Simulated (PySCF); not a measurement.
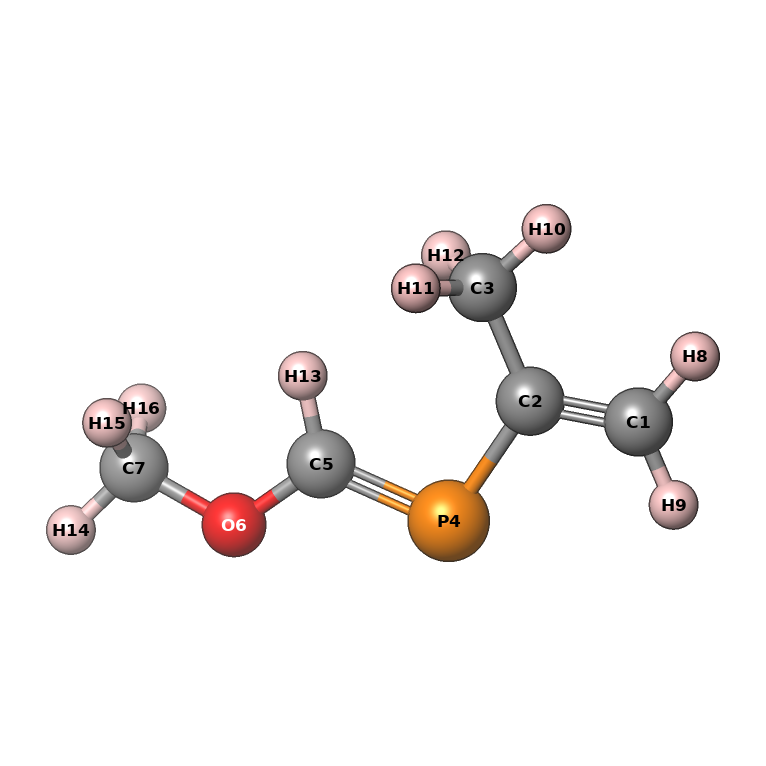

Distant atoms are faded towards the background colour. The computed structure is the end point of a PBE0-D3(BJ)/def2-SVP optimisation. No frequency run is at hand to confirm it as a minimum.

Question: Find the stereocentres and stereogenic double bonds.

Answer: Double bonds: P4=C5.

Question: Give the R/S and E/Z labels.

Answer: P4=C5: E.
